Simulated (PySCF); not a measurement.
Molecule: SMILES C[SiH2][SiH2][Si](Cl)(Cl)Cl (CH₇Cl₃Si₃), singlet. Atoms near the plane z = 0.0 Å, at the GFN2-xTB optimised geometry (x, y, z in Å): C1 (0.9, -2.4, 0.3), Si4 (-0.2, 1.5, 0.0), Cl5 (1.8, 1.5, 0.0), Cl6 (-0.8, 3.4, 0.0), H8 (1.7, -1.9, 0.7), H9 (1.1, -3.4, 0.2), H10 (0.7, -1.9, -0.7), H11 (-1.8, -2.9, 0.9).

Level of theory: PBE/def2-TZVP (PySCF 2.14.0). Cells within 0.4 Å of a nucleus heavier than hydrogen are left out (blank, or x). The values are rescaled to run from 0 to 1.

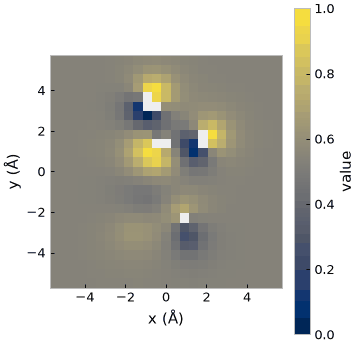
Figure: a field on the plane z = 0.0 Å.

Q: Which quantity is mapped?
A) an orbital amplitude
B) Laplacian of the electron density
C) electrostatic potential
D) deformation density (molecule minus spherical neutral atoms)

A: A, an orbital amplitude. In full: HOMO amplitude (bohr^(-3/2)).
